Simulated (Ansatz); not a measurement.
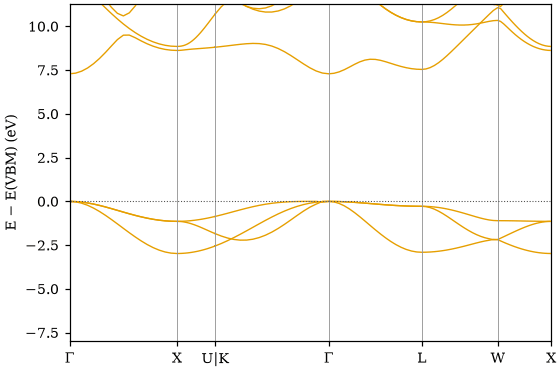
Figure. Band structure from plane-wave PAW r²SCAN (Ansatz code)

Problem. Read off the gap and where the band edges lie.

Solution. About 7.3 eV (7.29 eV by a search for the band edges); maximum on the K–Γ line, 83 % of the way from K, minimum at Γ.

The material is LiCl (rock salt, Fm-3m).

Symmetry was held in the r²SCAN relaxation; phonons on a q-mesh show no instability.

Potentials: the later of the program's two PAW sets.
